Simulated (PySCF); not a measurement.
## GW calculation of CH5Al

The run: GW calculation of CH5Al, SMILES [CH3][AlH2]. Method and program: G0W0 (BP86)/def2-SVP, RKS (PySCF 2.14.0).

The geometry comes from this level: PBE0-D4/def2-TZVP.

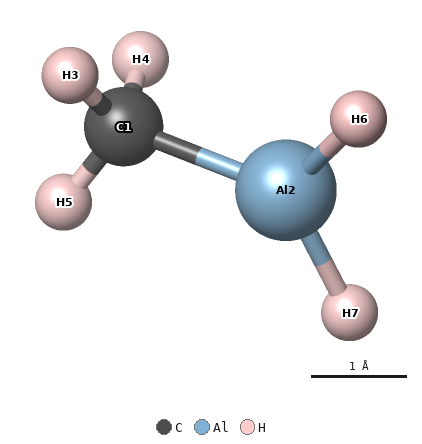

*The structure as given in the input (ball-and-stick view, seen at a tilt; atoms are numbered from 1 in the order of the input). Sticks mark near contacts.*

### Key numbers

- outcome: converged
- total energy: −283.432775 hartree
- basis functions: 57
- HOMO: −6.88 eV
- LUMO: −2.09 eV
- dipole moment: 0.85 D
- hardware: 1 thread of Intel Xeon @ 2.50GHz (Skylake/Cascade Lake), 189 GiB of memory available, shared host
- wall time: 7.8 s
- peak memory: 0.25 GiB

### Input (input.py)
```python
# [CH3][AlH2]
from pyscf import gto, dft, gw

molecule = gto.M(
    atom='''
C   -0.448500  -0.695600  -0.355500
Al   0.562900   0.778300   0.424700
H   -1.063100  -1.219600   0.380800
H   -1.134400  -0.306400  -1.118200
H    0.193400  -1.425500  -0.855600
H    0.016000   1.549300   1.703400
H    1.934800   1.251600  -0.225400
''',
    verbose=3,
    basis='def2-svp',
    max_memory=1860,
)

ks = dft.RKS(molecule)
ks.xc = 'bp86'
ks.conv_tol = 1e-10
ks.grids.level = 2
ks.kernel()
if not ks.converged:
    ks = ks.newton().run(ks.mo_coeff, ks.mo_occ)

etot = ks.e_tot
print(f'total energy: {etot:.8f} hartree')

nocc = molecule.nelec[0]
orbs = list(range(max(0, nocc - 2), min(molecule.nao, nocc + 2)))
mygw = gw.GW(ks, freq_int='ac')
mygw.orbs = orbs
mygw.kernel()
print('orbital   mean field (eV)   quasiparticle (eV)')
for p in orbs:
    print('%4d %12.4f %12.4f' % (p + 1, ks.mo_energy[p] * 27.211386, mygw.mo_energy[p] * 27.211386))
```

Command:
```bash
OMP_NUM_THREADS=1 python input.py
```

### Output
```
converged SCF energy = -283.432775010405
total energy: -283.43277501 hartree

WARN: GW QP energies may not be sorted from min to max

orbital   mean field (eV)   quasiparticle (eV)
  11      -7.0267     -10.2139
  12      -6.8790      -9.8030
  13      -2.0853       0.7700
  14       0.2771       2.8693
```

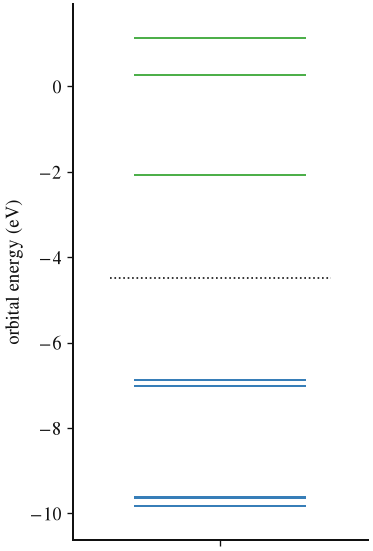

*Orbital energies near the frontier; the dotted line parts filled from empty levels, and levels within 0.02 eV of each other stand side by side.*

Highest filled −6.88 eV, lowest empty −2.09 eV, 4.79 eV apart.
